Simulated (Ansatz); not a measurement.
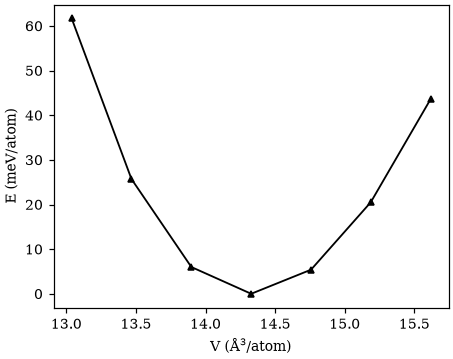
Fig. 1. CoAsS in space group P2_13 (No. 198; Co on 4a, As on 4a, S on 4a) under volume change, r²SCAN (plane waves, PAW; program Ansatz), shape and atoms relaxed at each volume.

**Question.** What does a third-order Birch–Murnaghan fit give for V₀, B₀ and B′?

**Answer.** V₀ = 14.33 Å³/atom, B₀ = 142 GPa, B′ = 4.8.

The workflow started from a Materials Project entry (that database holds measured and hypothetical structures alike); the Crystallography Open Database copy checked does not list it. COD files the formula under space group No. 4, 29. Whether it is the stable phase at ambient conditions was not checked. The cell was relaxed with r²SCAN under the symmetry of its start; whether a distortion lowers the energy is not shown. The run is not spin-polarised.

Potentials: the later of the program's two PAW sets.
